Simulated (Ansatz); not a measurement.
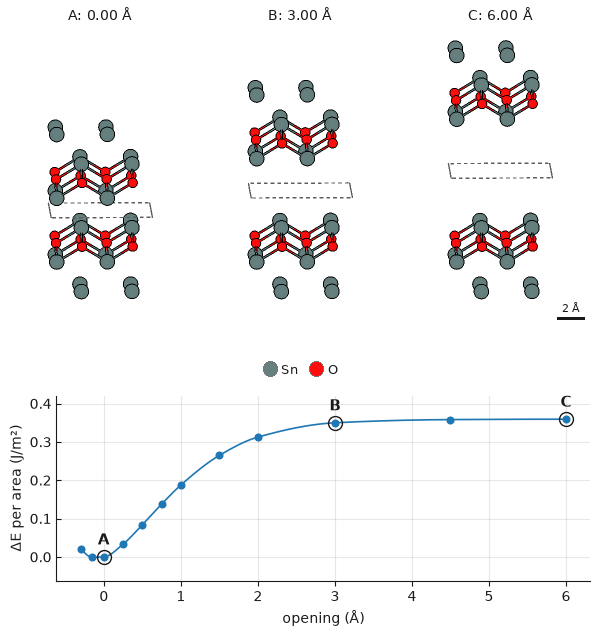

Solid SnO (P4/nmm): the crystal is pulled apart rigidly along the normal of the (0 0 1) plane of the conventional cell, at a cut between a plane of Sn below and one of Sn above, 2.53 Å apart. One cut stands in each cell, which starts 9.7 Å high; nothing is relaxed, and the dashed outline marks the cut. The lettered frames are marked on the plot. A ball-and-stick model of the layers on both sides of the cut, seen from the side, nearly along the cut plane.

The calculation used Ansatz 0.2.0, DFT PBEsol, scalar-relativistic, plane waves, PAW. (plane-wave cutoff 420 eV; k-point mesh 12 × 12 × 5; occupations gaussian; smearing width 0.15 eV; no spin polarisation). Energies (free energies at the smearing named) are counted from the cell as listed in its source, which wasn't relaxed.

What does the scan show?

At the widest opening, 6.00 Å, the energy has risen by 0.359 J/m², where the curve has levelled off: this is the ideal work of separation, the sum of the two unrelaxed surface energies of a slab 9.7 Å thick. The steepest rise lies between 0.50 Å and 0.75 Å, with a mean traction of about 2.2 GPa. Pressing the cut together by 0.30 Å costs 0.022 J/m².

Limits of the set-up: layers or molecules are held without a dispersion correction, so their spacing is unreliable.
